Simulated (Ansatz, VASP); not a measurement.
**Ge in two plane-wave programs**

Wanted: the spread between two codes on one cell, functional and k mesh. The cell comes out of the VASP series on this material, whose earlier steps may have relaxed, scaled or displaced it; both programs get it as it stands.

Program: Ansatz 0.2.0. Level of theory: plane waves, with VASP 6.6.1 beside it; relaxation of cell and atoms at PBE. Results are calculated unless marked as measured.

**1. The structure**

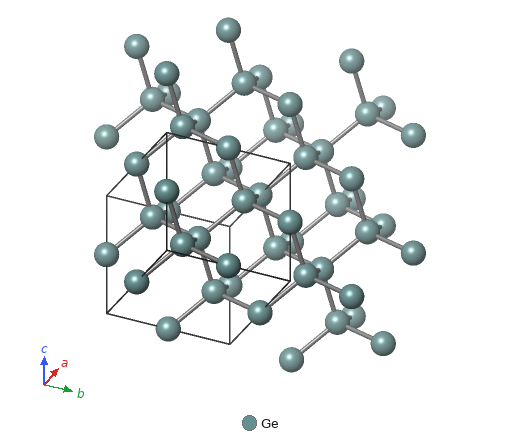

The starting structure, seen from a free direction (germanium teal). 1×2×2 cells are drawn. This picture shows the conventional cell, with its axes. Some periodic images of atoms are drawn too.

**2. VASP: relaxation of cell and atoms, PBE**

The relaxed volume is the usual yardstick between codes: its relative difference is about their pressure difference at one cell divided by the bulk modulus.

Lines of VASP's logs that name or quote its potential files are left out, and so is its time.

Input file INCAR:

```
SYSTEM = Ge
PREC = Accurate
ENCUT = 350
EDIFF = 1E-06
NELM = 120
ISMEAR = 0
SIGMA = 0.03
LREAL = .FALSE.
ALGO = Normal
GGA = PE
NBANDS = 10
LORBIT = 11
LWAVE = .FALSE.
LCHARG = .FALSE.
KPAR = 4
IBRION = 2
NSW = 30
ISIF = 3
EDIFFG = -0.02
POTIM = 0.4
```

Input file POSCAR:

```
Ge
1.0
    0.0000000000      2.8944896624      2.8944896624
    2.8944896624      0.0000000000      2.8944896624
    2.8944896624      2.8944896624      0.0000000000
Ge
2
Direct
    0.0000000000      0.0000000000      0.0000000000
    0.2500000000      0.2500000000      0.2500000000
```

Input file KPOINTS:

```
Automatic mesh
0
Gamma
6 6 6
0 0 0
```

PAW data sets: Ge (PBE family, release 64).

Launch:

```bash
mpirun -np 4 vasp_std
```

Numbers of over 12 decimals in the logs are rounded to 6 here.

Log:

```text
[banner, memory and clock lines left out]
running    4 mpi-ranks, on    1 nodes
 distrk:  each k-point on    1 cores,    4 groups
 distr:  one band on    1 cores,    1 groups

 POSCAR found type information on POSCAR Ge
 POSCAR found :  1 types and       2 ions
 LDA part: xc-table for (Slater+PW92), standard interpolation
 POSCAR, INCAR and KPOINTS ok, starting setup
 FFT: planning ... GRIDC
 FFT: planning ... GRID_SOFT
 FFT: planning ... GRID
 WAVECAR not read
 entering main loop
       N       E                     dE             d eps       ncg     rms          rms(c)
DAV:   1     0.774613425378E+01    0.77461E+01   -0.25986E+03   320   0.482E+02
DAV:   2    -0.855775718602E+01   -0.16304E+02   -0.15919E+02   484   0.734E+01
DAV:   3    -0.901287609050E+01   -0.45512E+00   -0.45421E+00   386   0.123E+01
DAV:   4    -0.901450680379E+01   -0.16307E-02   -0.16288E-02   380   0.797E-01
DAV:   5    -0.901450905317E+01   -0.22494E-05   -0.22493E-05   374   0.317E-02    0.283E+00
DAV:   6    -0.896325534945E+01    0.51254E-01   -0.22928E-02   350   0.783E-01    0.173E+00
DAV:   7    -0.893975201312E+01    0.23503E-01   -0.49864E-02   338   0.119E+00    0.109E-01
DAV:   8    -0.894094943440E+01   -0.11974E-02   -0.16495E-03   358   0.206E-01    0.273E-02
DAV:   9    -0.894112714980E+01   -0.17772E-03   -0.17391E-04   388   0.781E-02    0.177E-02
DAV:  10    -0.894113420062E+01   -0.70508E-05   -0.25624E-05   342   0.303E-02    0.550E-03
DAV:  11    -0.894113442623E+01   -0.22561E-06   -0.49759E-07   334   0.369E-03
   1 F= -.89411344E+01 E0= -.89409247E+01  d E =-.894113E+01
 curvature:   0.00 expect dE= 0.000E+00 dE for cont linesearch  0.000E+00
 trial: gam= 0.00000 g(F)=  0.680E-49 g(S)=  0.624E-07 ort = 0.000E+00 (trialstep = 0.100E+01)
 search vector abs. value=  0.625E-07
 reached required accuracy - stopping structural energy minimisation
```

From OUTCAR (step 2):

```text
ion  position               nearest neighbor table
   1  0.000  0.000  0.000-   2 2.51   2 2.51   2 2.51   2 2.51
   2  0.250  0.250  0.250-   1 2.51   1 2.51   1 2.51   1 2.51

  LATTYP: Found a face centered cubic cell.
 ALAT       =     5.7889793248

 Subroutine GETGRP returns: Found 48 space group operations
 (whereof 24 operations were pure point group operations)

The static configuration has the point symmetry T_d .
 The point group associated with its full space group is O_h .

 Found     16 irreducible k-points:

   k-points           NKPTS =     16   k-points in BZ     NKDIM =     16   number of bands    NBANDS=     10

   dimension x,y,z NGX =    28 NGY =   28 NGZ =   28
   dimension x,y,z NGXF=    56 NGYF=   56 NGZF=   56

   ENCUT  =  350.0 eV  25.72 Ry    5.07 a.u.   6.24  6.24  6.24*2*pi/ulx,y,z

   NELECT =       8.0000    total number of electrons

 k-points in reciprocal lattice and weights: Automatic mesh
   0.00000000  0.00000000  0.00000000       0.005
   0.16666667  0.00000000  0.00000000       0.037
   0.33333333  0.00000000  0.00000000       0.037
   0.50000000  0.00000000  0.00000000       0.019
   0.16666667  0.16666667  0.00000000       0.028
   0.33333333  0.16666667  0.00000000       0.111
   0.50000000  0.16666667  0.00000000       0.111
  -0.33333333  0.16666667  0.00000000       0.111
  -0.16666667  0.16666667  0.00000000       0.056
[...]
-0.33333333  0.33333333  0.16666667       0.111
  -0.33333333  0.50000000  0.16666667       0.056

 average (electrostatic) potential at core
       1 -33.5159       2 -33.5159

 E-fermi :   3.1840

 k-point     1 :       0.0000    0.0000    0.0000
  band No.  band energies     occupation
      1      -9.0643      2.00000
      2       2.6519      2.00000
      3       3.2097      0.22683
      4       3.2097      0.22683
      5       3.2097      0.22683
      6       5.7074      0.00000
      7       5.7074      0.00000
    ...

 k-point     2 :       0.1667    0.0000    0.0000
  band No.  band energies     occupation
      1      -8.7506      2.00000
      2      -0.0071      2.00000
      3       2.7281      2.00000
      4       2.7281      2.00000
      5       3.9067      0.00000
      6       6.3505      0.00000
      7       6.3505      0.00000
      8       7.0845      0.00000
      9      10.7890      0.00000
    ...

 k-point     3 :       0.3333    0.0000    0.0000
  band No.  band energies     occupation
      1      -7.8871      2.00000
      2      -2.7136      2.00000
      3       2.1239      2.00000
      4       2.1239      2.00000
      5       3.4072      0.00000
      6       6.8870      0.00000
      7       6.8870      0.00000
      8       9.8625      0.00000
      9      10.8723      0.00000
    ...

  Total       -0.0010379     -0.0010379     -0.0010379      0.0000000      0.0000000     -0.0000000
  in kB       -0.0342860     -0.0342860     -0.0342860      0.0000000      0.0000000     -0.0000000
  external PRESSURE =      -0.0342860 kB  Pullay stress =       0.0000000 kB

  energy-cutoff  :      350.00
  volume of cell :       48.50
      direct lattice vectors                 reciprocal lattice vectors
     0.000000000  2.894489662  2.894489662    -0.172742023  0.172742023  0.172742023
     2.894489662  0.000000000  2.894489662     0.172742023 -0.172742023  0.172742023
     2.894489662  2.894489662  0.000000000     0.172742023  0.172742023 -0.172742023

 POSITION                                       TOTAL-FORCE (eV/Angst)
 -----------------------------------------------------------------------------------
      0.00000      0.00000      0.00000        -0.000000     -0.000000      0.000000
      1.44724      1.44724      1.44724         0.000000      0.000000     -0.000000
 -----------------------------------------------------------------------------------
    total drift:                                0.000000      0.000000     -0.000000

  FREE ENERGIE OF THE ION-ELECTRON SYSTEM (eV)
  ---------------------------------------------------
  free  energy   TOTEN  =        -8.9411344262 eV

  energy  without entropy=       -8.9407148877  energy(sigma->0) =       -8.94092466

 reached required accuracy - stopping structural energy minimisation

 total charge
# of ion       s       p       d       tot
------------------------------------------
    1        1.136   1.196   0.052   2.385
    2        1.136   1.196   0.052   2.385
--------------------------------------------------
tot          2.273   2.392   0.105   4.770

[... 3 further parts left out ...]
```

**3. Ansatz: relaxation of cell and atoms, PBE**

Ansatz runs on its default PAW (the set named soft_2) files.

The same cell, functional, mesh and smearing now go to Ansatz, which takes its cutoff from its data sets.

Input file input.yaml:

```yaml
crystal:
  lattice:
    - [0.0, 2.8944896624, 2.8944896624]
    - [2.8944896624, 0.0, 2.8944896624]
    - [2.8944896624, 2.8944896624, 0.0]
  atoms:
    - { symbol: Ge, position: [0.0, 0.0, 0.0] }
    - { symbol: Ge, position: [0.25, 0.25, 0.25] }
hamiltonian:
  xc: pbe
  pseudopotentials: { kind: paw }
kpoints:
  mp_grid: { grid: [6, 6, 6] }
scf:
  occupations: { method: gaussian, width: 0.03 }
relax:
  f_tol: 0.01
  max_steps: 60
  cell: { stress_tol: 0.05 }
output:
  forces: true
  stress: true
```

Launch:

```bash
ansatz run input.yaml --threads 4 --pin off --max-ram 9216MiB --backend cpu --events-out ev --progress --plain --runs-dir out
```

Log:

```text
Engine: ansatz 0.2.0, aarch64-unknown-linux-gnu
Pseudopotentials: kind: paw
Pseudopotential: Ge, paw, valence charge 14, recommended cutoff 420 eV (normal), Ge.paw.azcp
Functional definition: PBE
  parameter kappa = 0.804
  parameter beta = 0.066725
  exchange = pbe_x(kappa = kappa, mu = beta*pi^2/3)
  correlation = pbe_c(beta = beta)
Crystal: 2 atoms, lattice volume = 48.500 Å³
Basis set: ecut = 420 eV, 941 PW (Γ), exchange–correlation on 60×60×60 points (8 copies of the dense FFT grid, shifted against one another)
Bands: 18, of which v1, the nominal top of the filled ones, is band 14 counted from 1 (13 counted from 0)
Symmetry: 48 space group operations
Space group: Fd-3m (ITA 227), of the structure as read, at distance tolerance 3.6e-5 Å
k-points: 16 of 216
Non-local potential: Ge, projectors of the file, l = 0: 2, l = 1: 2, l = 2: 3, l = 3: 1
PAW form: soft (Blöchl's): semilocal exchange-correlation on the pseudo side does not see the compensation charge
PAW one-centre angular grid: Ge, 590 points (default); XC on 64 Gauss nodes
Initial density: superposition of atomic densities (neutral atoms: chi_scale 0, normalization atom), corrected by the library's trained network
Initial wavefunctions: pseudopotential atomic-orbital guess
Functional: x = pbe(κ = 0.804, μ = 0.219515), c = pbe(β = 0.066725)
SCF iter   1: F=—  HF=-8589.923217 eV  |F-HF|=—  |Δ(HF+E_count)|=         —  Δρ=1.39e-3  dr2=1.11e-3  ethr=1.77e-3  ⟨swp⟩=6.0  Hψ=1327  notcnv=0
preconditioner: auto → LDOS  [insulator: Δε(μ)=0.461 eV  Ē_g=23.161 eV  σ=0.030 eV  W_gap=0.60  n_scr=14 (ndim 8)  ℏωp=28.2 eV  f_vac=0.099  D(μ)=0.96/eV (n_scr^D=8)  ε∞_Penn≈2.5  β→1.0]
SCF iter   2: F=—  HF=-8589.923417 eV  |F-HF|=—  |Δ(HF+E_count)|=   2.00e-4  Δρ=1.15e-3  dr2=3.87e-4  ethr=3.95e-6  ⟨swp⟩=2.0  Hψ=689  notcnv=0
SCF iter   3: F=—  HF=-8589.923000 eV  |F-HF|=—  |Δ(HF+E_count)|=   4.17e-4  Δρ=2.50e-4  dr2=3.13e-5  ethr=1.38e-6  ⟨swp⟩=2.0  Hψ=511  notcnv=0
SCF iter   4: F=—  HF=-8589.923010 eV  |F-HF|=—  |Δ(HF+E_count)|=   1.00e-5  Δρ=9.77e-5  dr2=5.00e-6  ethr=1.12e-7  ⟨swp⟩=2.0  Hψ=505  notcnv=0
SCF iter   5: F=—  HF=-8589.923013 eV  |F-HF|=—  |Δ(HF+E_count)|=   2.73e-6  Δρ=2.00e-5  dr2=1.40e-7  ethr=1.79e-8  ⟨swp⟩=2.0  Hψ=511  notcnv=0
SCF iter   6: F=-8589.923013 eV  HF=-8589.923013 eV  |F-HF|=7.71e-10  |Δ(HF+E_count)|=   3.42e-8  Δρ=1.28e-6  dr2=4.27e-10  ethr=3.57e-10  ⟨swp⟩=4.0  Hψ=1016  notcnv=0
SCF 1 converged in 6 iterations: F = -8589.923013 eV  dr2 = 4.27e-10
  greatest PAW one-centre occupation: 0.998 electrons in one spin orbital (limit 2), on the Ge atom at site 1 (counted from 0), in its partial waves of l = 2
relax step   1: F+E_penalty+E_count = -8589.92301267 eV  Δ(F+E_penalty+E_count) = +0.000e0 eV  max|allowed force component| = 1.388e-17 eV/Å  Δτ_max = 0.0000 Å  P = -0.655 GPa  Ω = 48.500 Å³  (6 SCF iters, dr2 threshold 1.00e-7 eV, accepted)
[...]
relax step   2: F+E_penalty+E_count = -8589.92427261 eV  Δ(F+E_penalty+E_count) = -1.260e-3 eV  max|allowed force component| = 1.203e-16 eV/Å  Δτ_max = 0.0000 Å  P = -0.151 GPa  Ω = 48.031 Å³  energy of the carried Pulay correction = +7.551e-5 eV  (5 SCF iters, dr2 threshold 2.00e-7 eV, accepted)
[...]
relax step   3: F+E_penalty+E_count = -8589.92435971 eV  Δ(F+E_penalty+E_count) = -8.710e-5 eV  max|allowed force component| = 4.626e-17 eV/Å  Δτ_max = 0.0000 Å  P = +0.003 GPa  Ω = 47.892 Å³  energy of the carried Pulay correction = +9.797e-5 eV  (4 SCF iters, dr2 threshold 5.69e-8 eV, accepted)
[...]
relax step   4: F+E_penalty+E_count = -8589.92428236 eV  Δ(F+E_penalty+E_count) = +7.735e-5 eV  max|allowed force component| = 9.252e-17 eV/Å  Δτ_max = 0.0000 Å  P = +0.001 GPa  Ω = 47.892 Å³  stress off target by 9.81e-4 GPa  SCF on the basis re-selected at this cell (its energy is not comparable with the rows above)  (5 SCF iters)
basis re-selected at this cell: Δ(F+E_penalty+E_count) = +7.735e-5 eV, ΔP = -0.002 GPa vs the last step (what re-selecting the basis moved, of the pressure what is left beyond the Pulay correction that the steps carried, after the strain that the cell walked since its last selection, with what the two solves' SCF thresholds leave and, on support functions, any second-order correction that the steps lacked; it is no m [...]
SCF converged after 5 iterations
Free energy (F): -8589.924282 eV
Harris-Foulkes:  -8589.924282 eV  (|F-HF|=0.00e0)
Internal energy: -8589.923847 eV  (E = F + TS)
E sigma→0 (E₀):  -8589.924065 eV
Entropy (-TS):   -0.000436 eV (-0.218 meV/atom)
Fermi energy:    7.857233 eV
--- Per-component energies (eV) ---
  E_band       = -315.710487
  E_kinetic    = 221.793614
  E_local      = -5021.501007  (includes V_loc(G=0)·N_el)
  E_nonlocal   = 836.481241
  E_hartree    = 2200.604495
  E_xc         = -150.568634
  E_vxc        = -128.438494  (∫ρ·V_xc dr)
  E_paw        = -4039.404802  (= ΣΔE_a)
  E_vpaw       = -625.255382  (= ΣTr[D̂ρ^β])
  E_aug_tail   = 0.000534  (compensation charges beyond the density's cutoff)
  E_ewald      = -2637.329288
  E_smearing   = -0.000436  (= −TS)
  E_closure    = 0.000000  (closes the sum)
  Σ components = -8589.924282   (vs F -8589.924282, Δ=0.00e0)
--- Forces (eV/Å), atoms counted from 1 ---
  atom   1  Ge     0.00000000     0.00000000    -0.00000000
  atom   2  Ge    -0.00000000     0.00000000     0.00000000
  max |Σ_I F_I| component: 3.70e-17 eV/Å
--- Stress (GPa, compression-positive) ---
        0.000981       0.000000      -0.000000
       -0.000000       0.000981       0.000000
       -0.000000       0.000000       0.000981
  P = ⅓ Tr σ = 0.0010 GPa (0.010 kbar)
--- Relaxed structure (3 steps of the walk, 3 accepted, 1 SCFs on fresh bases) ---
  F+E_penalty+E_count = -8589.92428236 eV   max|allowed force component| = 9.252e-17 eV/Å   (the final SCF, on the basis selected at the relaxed cell)
  cell:  # Å, volume = 47.8920 Å³
    - [0, 2.882333, 2.882333]
    - [2.882333, 0, 2.882333]
    - [2.882333, 2.882333, 0]
  atoms:
    - { symbol: Ge, position: [0, 0, 0] }
    - { symbol: Ge, position: [0.25, 0.25, 0.25] }
```

Wall time 1.4 s (4 threads of Arm Neoverse V2, shared host); peak memory 0.31 GiB.

**4. Side by side**

Known differences besides the PAW data sets themselves: both relaxations stop at a tolerance, which leaves soft axes loose, and VASP keeps its plane-wave basis; the data sets hold 28 valence electrons in Ansatz (default PAW (the set named soft_2) files) and 8 in VASP; the cutoff is 420 eV in Ansatz and 350 eV in VASP; VASP leaves aspherical gradient terms in its spheres out (LASPH is not set), Ansatz keeps them; Ansatz adds a Pulay correction to the stress that steers its cell, VASP none. Total energies have different zeros and are not compared.

Both answers:

| quantity | Ansatz | VASP | difference |
| --- | --- | --- | --- |
| volume (Å³) | 47.89 | 48.50 | -1.25 % |
| edge a after relaxation, in the typed setting (Å) | 4.076 | 4.093 | -0.42 % |

The walks stopped with 0.00 GPa left in Ansatz and 0.00 GPa in VASP; each walk ends within a tolerance, so the volume difference is uncertain by about these residues over the bulk modulus, most in soft cells.

A further Ansatz single point at VASP's end cell gives -0.66 GPa where VASP has 0.00 GPa.

**5. Outcome**

```json
{
 "difference in volume (relaxation of cell and atoms, PBE)": "-1.3 %"
}
```

What this shows: The difference in volume is -1.3 % (relaxation of cell and atoms, PBE), at about the 1.2 % picked in this series as the mark of a large difference, as far as the stopping tolerances let one tell. A pressure difference of -0.65 GPa at VASP's end cell goes with -1.3 % of volume. How closely two codes agree says nothing of how well the functional describes the real material.

[Lines on the potential files, build, host, timing and source positions are cut from VASP's logs without a mark.]

[Logs are printed without paths, hosts, clocks, repeated set-up lines and the standing remarks that a program may print on its own settings, such as how far it seeks lower states.]

[Hosts, paths, dates, database ids (printed as entryN), source tags and the programs' standing remarks are cut or masked in the printed files.]
